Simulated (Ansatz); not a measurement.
```yaml
atoms:
  - { symbol: Si, position_ang: [-0.1052, -0.1664, 0.6292] }
  - { symbol: H, position_ang: [0.3466, -1.5574, 0.8908] }
  - { symbol: N, position_ang: [0.0566, 0.1334, -1.0568] }
  - { symbol: H, position_ang: [-1.5391, -0.0094, 0.9852] }
  - { symbol: H, position_ang: [0.6773, 0.7318, 1.5311] }
  - { symbol: H, position_ang: [0.9214, -0.0915, -1.5219] }
  - { symbol: H, position_ang: [-0.3577, 0.9595, -1.4575] }
```

The product side of a reaction path; geometry: PBE0-D4/def2-TZVP.

All numbers below come from RKS PBE0-D4/def2-TZVPP in Ansatz 0.2.0.

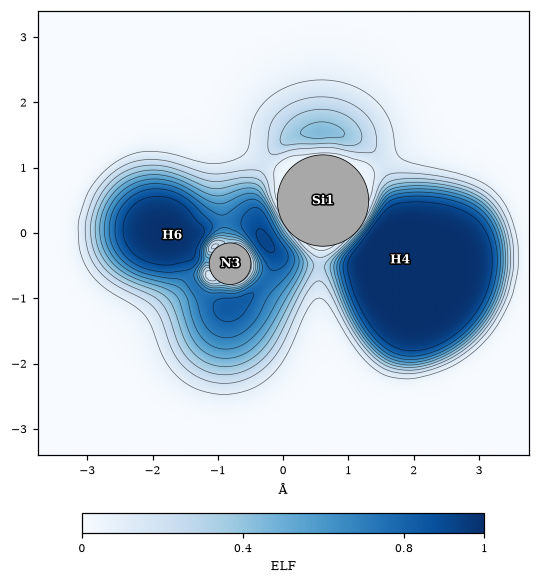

H₅NSi. Electron localisation function on the plane of atoms N3, Si1 and H4. Grey discs cover the atomic cores.

> What does the map show?

- The plane passes through Si, N and H nuclei.
- Si–N (1.72 Å): the ELF peaks at about 0.90 between the atoms (a polar covalent bond).
- N–H (1.01 Å): the ELF climbs to about 1 towards the hydrogen, as it does in any bond to H; a covalent bond by its length.
- Si–H (1.49 Å): the ELF climbs to about 1 towards the hydrogen.
